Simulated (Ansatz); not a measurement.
## Run report: HfNH₄Cl₃O, nudged elastic band (part 1 of 2)

System: HfNH₄Cl₃O.
Method: RKS PBE0/def2-SVP (Ansatz 0.2.0).

It belongs to a series of runs on one base structure; here: band between the two ends. Figures and captions count atoms from 1; the log counts them from 0 in places.

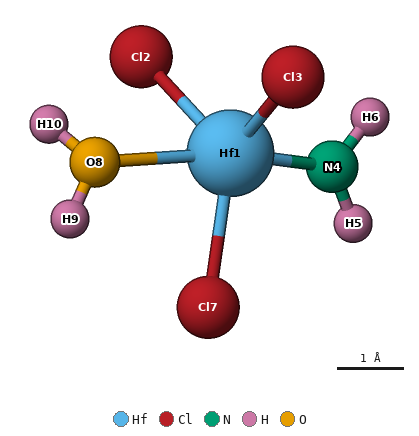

Figure 1. The starting structure (ball-and-stick view, seen at a tilt; atoms are numbered from 1 in the order of the input). Sticks mark near contacts.

Results in brief

```tsv
quantity	value
outcome	converged
barrier, forward	0.904 eV
barrier, backward	0.058 eV
hardware	4 threads of Arm Neoverse V2, 24 GiB of memory available, shared host
wall time	11 min (CPU time 42 min)
peak memory	0.41 GiB
```

Notes

The order of the saddle point was not checked.

Input file
```yaml
crystal:
  periodic: [false, false, false]
  atoms:
    - { symbol: Hf, position_ang: [0.137078, 0.044615, 0.058579] }
    - { symbol: Cl, position_ang: [0.132608, 0.561983, 2.395387] }
    - { symbol: Cl, position_ang: [2.256844, 0.524418, -0.866939] }
    - { symbol: "N", position_ang: [-0.978239, 1.557196, -0.639285] }
    - { symbol: H, position_ang: [-1.862883, 1.466189, -1.133451] }
    - { symbol: H, position_ang: [-0.768818, 2.547921, -0.523996] }
    - { symbol: Cl, position_ang: [-1.236371, -1.62464, -0.973416] }
    - { symbol: O, position_ang: [0.97524, -1.974739, 1.003364] }
    - { symbol: H, position_ang: [0.557591, -2.812431, 0.764189] }
    - { symbol: H, position_ang: [1.12665, -1.973311, 1.958268] }
basis:
  gaussian: { orbitals: def2-SVP }
hamiltonian:
  xc: pbe0
neb:
  order_check: false
  images: 9
  f_tol: 0.05
  max_iterations: 60
  final_atoms:
    - { symbol: Hf, position_ang: [0.27566801, -0.47954283, -0.85720138] }
    - { symbol: Cl, position_ang: [-0.37831326, 0.24019415, 3.1867558] }
    - { symbol: Cl, position_ang: [2.24309117, 0.11503342, -2.02642768] }
    - { symbol: "N", position_ang: [-0.63512037, 1.16176827, -0.18328335] }
    - { symbol: H, position_ang: [-0.78664236, 1.32964522, 0.81422156] }
    - { symbol: H, position_ang: [-1.00143092, 1.94746127, -0.71747223] }
    - { symbol: Cl, position_ang: [-1.16399887, -1.6445632, -2.32752614] }
    - { symbol: O, position_ang: [0.65769192, -1.48754116, 0.76278494] }
    - { symbol: H, position_ang: [1.03796868, -2.29597957, 1.11778303] }
    - { symbol: H, position_ang: [0.090786, -0.56927457, 2.27306546] }
  initial_path:
    images:
      - { positions_ang: [[0.137078, 0.044615, 0.058579], [0.132608, 0.561983, 2.395387], [2.256844, 0.524418, -0.866939], [-0.978239, 1.557196, -0.639285], [-1.862883, 1.466189, -1.133451], [-0.768818, 2.547921, -0.523996], [-1.236371, -1.62464, -0.973416], [0.97524, -1.974739, 1.003364], [0.557591, -2.812431, 0.764189], [1.12665, -1.973311, 1.958268]] }
      - { positions_ang: [[0.10907731, 0.03597208, 0.04719774], [0.10736389, 0.44458037, 2.49061678], [2.27957989, 0.42777377, -0.86253177], [-0.99667047, 1.6052149, -0.65427975], [-1.90842091, 1.51913834, -1.10561536], [-0.72756892, 2.58344513, -0.57478903], [-1.22204614, -1.71229465, -0.94929456], [1.03252669, -1.95317888, 0.94823075], [0.58732409, -2.79108328, 0.73880549], [1.07853457, -1.84236679, 1.96435971]] }
      - { positions_ang: [[0.08107661, 0.02732916, 0.03581648], [0.08211979, 0.32717775, 2.58584655], [2.30231577, 0.33112954, -0.85812454], [-1.01510194, 1.6532338, -0.66927451], [-1.95395883, 1.57208769, -1.07777972], [-0.68631984, 2.61896925, -0.62558206], [-1.20772128, -1.79994929, -0.92517312], [1.08981338, -1.93161877, 0.89309751], [0.61705719, -2.76973556, 0.71342198], [1.03041914, -1.71142257, 1.97045142]] }
      - { positions_ang: [[0.05307592, 0.01868625, 0.02443522], [0.05687568, 0.20977512, 2.68107633], [2.32505166, 0.23448531, -0.8537173], [-1.03353341, 1.70125271, -0.68426926], [-1.99949674, 1.62503703, -1.04994408], [-0.64507075, 2.65449338, -0.6763751], [-1.19339641, -1.88760394, -0.90105168], [1.14710007, -1.91005865, 0.83796426], [0.64679028, -2.74838785, 0.68803847], [0.9823037, -1.58047836, 1.97654314]] }
      - { positions_ang: [[0.02507522, 0.01004333, 0.01305395], [0.03163158, 0.09237249, 2.7763061], [2.34778755, 0.13784108, -0.84931007], [-1.05196488, 1.74927161, -0.69926401], [-2.04503466, 1.67798637, -1.02210844], [-0.60382167, 2.6900175, -0.72716813], [-1.17907155, -1.97525858, -0.87693023], [1.20438677, -1.88849853, 0.78283102], [0.67652338, -2.72704013, 0.66265496], [0.93418827, -1.44953414, 1.98263485]] }
      - { positions_ang: [[-0.00292547, 0.00140041, 0.00167269], [0.00638747, -0.02503014, 2.87153588], [2.37052343, 0.04119685, -0.84490284], [-1.07039635, 1.79729051, -0.71425877], [-2.09057257, 1.73093572, -0.9942728], [-0.56257259, 2.72554163, -0.77796116], [-1.16474669, -2.06291323, -0.85280879], [1.26167346, -1.86693842, 0.72769777], [0.70625647, -2.70569241, 0.63727145], [0.88607284, -1.31858993, 1.98872656]] }
      - { positions_ang: [[0.05279322, -0.09478824, -0.17010212], [-0.07055267, 0.02801472, 2.93457986], [2.34503698, 0.05596417, -1.08120781], [-0.98334115, 1.67018606, -0.60806368], [-1.82978653, 1.65067762, -0.63257393], [-0.65034426, 2.56992556, -0.76586338], [-1.16459713, -1.97924322, -1.14775226], [1.14087715, -1.79105897, 0.7347152], [0.77259891, -2.62374984, 0.73337377], [0.72701547, -1.16872686, 2.04559434]] }
      - { positions_ang: [[0.10851192, -0.19097688, -0.34187694], [-0.14749282, 0.08105958, 2.99762384], [2.31955053, 0.07073148, -1.31751278], [-0.89628596, 1.54308162, -0.5018686], [-1.56900049, 1.57041952, -0.27087505], [-0.73811592, 2.41430949, -0.75376559], [-1.16444756, -1.89557322, -1.44269573], [1.02008084, -1.71517952, 0.74173264], [0.83894136, -2.54180728, 0.82947609], [0.5679581, -1.01886379, 2.10246212]] }
      - { positions_ang: [[0.16423061, -0.28716553, -0.51365175], [-0.22443297, 0.13410444, 3.06066783], [2.29406407, 0.08549879, -1.55381775], [-0.80923076, 1.41597717, -0.39567352], [-1.30821445, 1.49016142, 0.09082382], [-0.82588759, 2.25869341, -0.7416678], [-1.164298, -1.81190321, -1.7376392], [0.89928454, -1.63930006, 0.74875007], [0.9052838, -2.45986471, 0.9255784], [0.40890073, -0.86900071, 2.1593299]] }
      - { positions_ang: [[0.21994931, -0.38335418, -0.68542657], [-0.30137311, 0.18714929, 3.12371181], [2.26857762, 0.10026611, -1.79012271], [-0.72217557, 1.28887272, -0.28947843], [-1.0474284, 1.40990332, 0.45252269], [-0.91365925, 2.10307734, -0.72957002], [-1.16414843, -1.72823321, -2.03258267], [0.77848823, -1.56342061, 0.7557675], [0.97162624, -2.37792214, 1.02168072], [0.24984337, -0.71913764, 2.21619768]] }
      - { positions_ang: [[0.27566801, -0.47954283, -0.85720138], [-0.37831326, 0.24019415, 3.1867558], [2.24309117, 0.11503342, -2.02642768], [-0.63512037, 1.16176827, -0.18328335], [-0.78664236, 1.32964522, 0.81422156], [-1.00143092, 1.94746127, -0.71747223], [-1.16399887, -1.6445632, -2.32752614], [0.65769192, -1.48754116, 0.76278494], [1.03796868, -2.29597957, 1.11778303], [0.090786, -0.56927457, 2.27306546]] }
```

Launched with:
```bash
ansatz run input.yaml --threads 4 --pin off --max-ram 5120MiB --backend cpu --events-out ev --progress --plain --runs-dir out
```

Log
```
Engine: ansatz 0.2.0, aarch64-unknown-linux-gnu
Functional definition: PBE0
  parameter a = 0.25
  parameter kappa = 0.804
  parameter beta = 0.06672455060314922
  exchange = (1 - a)*pbe_x(kappa = kappa, mu = beta*pi^2/3) + a*exact_x
  correlation = pbe_c(beta = beta)
1380 factors; integrals over basis functions are off by at most 4.1e-4 eV
mean field evaluation 1: about -42445.0874 eV, gradient 6.9e1 eV
mean field evaluation 2: about -42417.0121 eV, gradient 1.2e2 eV
mean field evaluation 4: about -42454.2363 eV, gradient 8.1e0 eV
mean field evaluation 8: about -42454.4192 eV, gradient 3.9e-1 eV
mean field evaluation 16: about -42454.4196 eV, gradient 4.0e-5 eV
mean field -42454.41956078 eV, -1560.1711422195 hartree, gradient 4.2e-5 eV, S^2 0.000000; 0 other end points of the search recorded, 0 dependent functions left out
the calculation of the forces begins
reference -42454.41962389 eV, -1560.1711445387 hartree; 41, 41 occupied and 93, 93 virtual orbitals, 1380 factors
1383 factors; integrals over basis functions are off by at most 9.1e-4 eV
mean field evaluation 32: about -42453.5731 eV, gradient 3.4e-4 eV
mean field -42453.57306089 eV, -1560.1400339223 hartree, gradient 1.8e-5 eV, S^2 0.000000; 0 other end points of the search recorded, 0 dependent functions left out
[... from here on the field's lines of each further geometry are left out, up to the last ...]
NEB iter   1: max|band force component| = 3.729e1 eV/Å  barrier→ = 7.7240 eV  barrier← = 6.8775 eV  Δτ_max = 0.2000 Å  (326 SCF iters)
NEB iter   2: max|band force component| = 2.766e0 eV/Å  barrier→ = 1.8153 eV  barrier← = 0.9688 eV  Δτ_max = 0.2000 Å  (320 SCF iters)
NEB iter   3: max|band force component| = 1.353e0 eV/Å  barrier→ = 1.3857 eV  barrier← = 0.5392 eV  Δτ_max = 0.1983 Å  (313 SCF iters)
NEB iter   4: max|band force component| = 1.288e0 eV/Å  barrier→ = 1.2992 eV  barrier← = 0.4527 eV  Δτ_max = 0.1970 Å  (298 SCF iters)
NEB iter   5: max|band force component| = 1.203e0 eV/Å  barrier→ = 1.2317 eV  barrier← = 0.3852 eV  Δτ_max = 0.1976 Å  (298 SCF iters)
NEB iter   6: max|band force component| = 7.963e-1 eV/Å  barrier→ = 1.1646 eV  barrier← = 0.3181 eV  Δτ_max = 0.1977 Å  (285 SCF iters)
NEB iter   7: max|band force component| = 6.301e-1 eV/Å  barrier→ = 1.1071 eV  barrier← = 0.2606 eV  Δτ_max = 0.1981 Å  (284 SCF iters)
NEB iter   8: max|band force component| = 6.607e-1 eV/Å  barrier→ = 1.0860 eV  barrier← = 0.2395 eV  Δτ_max = 0.0997 Å  (283 SCF iters)
NEB iter   9: max|band force component| = 7.513e-1 eV/Å  barrier→ = 1.0798 eV  barrier← = 0.2333 eV  Δτ_max = 0.0501 Å  (285 SCF iters)
NEB iter  10: max|band force component| = 5.383e-1 eV/Å  barrier→ = 1.0595 eV  barrier← = 0.2130 eV  Δτ_max = 0.0503 Å  (284 SCF iters)
NEB iter  11: max|band force component| = 4.458e-1 eV/Å  barrier→ = 1.0471 eV  barrier← = 0.2006 eV  CI = image 8  Δτ_max = 0.1010 Å  (284 SCF iters)
NEB iter  12: max|band force component| = 6.244e-1 eV/Å  barrier→ = 1.0487 eV  barrier← = 0.2022 eV  CI = image 8  Δτ_max = 0.0500 Å  (285 SCF iters)
NEB iter  13: max|band force component| = 3.467e-1 eV/Å  barrier→ = 1.0448 eV  barrier← = 0.1983 eV  CI = image 8  Δτ_max = 0.1000 Å  (284 SCF iters)
NEB iter  14: max|band force component| = 3.282e-1 eV/Å  barrier→ = 1.0294 eV  barrier← = 0.1829 eV  CI = image 8  Δτ_max = 0.1991 Å  (287 SCF iters)
NEB iter  15: max|band force component| = 5.583e-1 eV/Å  barrier→ = 0.9885 eV  barrier← = 0.1420 eV  CI = image 8  Δτ_max = 0.1000 Å  (279 SCF iters)
NEB iter  16: max|band force component| = 2.737e-1 eV/Å  barrier→ = 0.9685 eV  barrier← = 0.1220 eV  CI = image 8  Δτ_max = 0.1990 Å  (288 SCF iters)
NEB iter  17: max|band force component| = 2.480e-1 eV/Å  barrier→ = 0.9341 eV  barrier← = 0.0876 eV  CI = image 8  Δτ_max = 0.1987 Å  (280 SCF iters)
NEB iter  18: max|band force component| = 3.310e-1 eV/Å  barrier→ = 0.9128 eV  barrier← = 0.0663 eV  CI = image 8  Δτ_max = 0.1007 Å  (282 SCF iters)
NEB iter  19: max|band force component| = 3.346e-1 eV/Å  barrier→ = 0.9085 eV  barrier← = 0.0620 eV  CI = image 8  Δτ_max = 0.0504 Å  (290 SCF iters)
NEB iter  20: max|band force component| = 1.831e-1 eV/Å  barrier→ = 0.9067 eV  barrier← = 0.0602 eV  CI = image 8  Δτ_max = 0.0502 Å  (293 SCF iters)
NEB iter  21: max|band force component| = 1.960e-1 eV/Å  barrier→ = 0.9057 eV  barrier← = 0.0592 eV  CI = image 8  Δτ_max = 0.0253 Å  (281 SCF iters)
NEB iter  22: max|band force component| = 1.199e-1 eV/Å  barrier→ = 0.9051 eV  barrier← = 0.0586 eV  CI = image 8  Δτ_max = 0.0501 Å  (288 SCF iters)
NEB iter  23: max|band force component| = 1.038e-1 eV/Å  barrier→ = 0.9047 eV  barrier← = 0.0582 eV  CI = image 8  Δτ_max = 0.0502 Å  (279 SCF iters)
NEB iter  24: max|band force component| = 9.083e-2 eV/Å  barrier→ = 0.9046 eV  barrier← = 0.0581 eV  CI = image 8  Δτ_max = 0.0500 Å  (267 SCF iters)
NEB iter  25: max|band force component| = 6.711e-2 eV/Å  barrier→ = 0.9045 eV  barrier← = 0.0580 eV  CI = image 8  Δτ_max = 0.1006 Å  (277 SCF iters)
NEB iter  26: max|band force component| = 7.771e-2 eV/Å  barrier→ = 0.9044 eV  barrier← = 0.0579 eV  CI = image 8  Δτ_max = 0.0500 Å  (269 SCF iters)
NEB iter  27: max|band force component| = 9.333e-2 eV/Å  barrier→ = 0.9044 eV  barrier← = 0.0579 eV  CI = image 8  Δτ_max = 0.0250 Å  (261 SCF iters)
the calculation of the forces begins
reference -42453.56152627 eV, -1560.1396100328 hartree; 41, 41 occupied and 93, 93 virtual orbitals, 1383 factors
1383 factors; integrals over basis functions are off by at most 1.0e-3 eV
mean field evaluation 2048: about -42453.4661 eV, gradient 2.1e-1 eV
mean field -42453.51521571 eV, -1560.1379081513 hartree, gradient 1.4e-5 eV, S^2 0.000000; 1 other end points of the search recorded, 0 dependent functions left out
the calculation of the forces begins
reference -42453.51527719 eV, -1560.1379104107 hartree; 41, 41 occupied and 93, 93 virtual orbitals, 1383 factors
NEB iter  28: max|band force component| = 4.517e-2 eV/Å  barrier→ = 0.9043 eV  barrier← = 0.0578 eV  CI = image 8  Δτ_max = 0.0000 Å  (521 SCF iters)
```
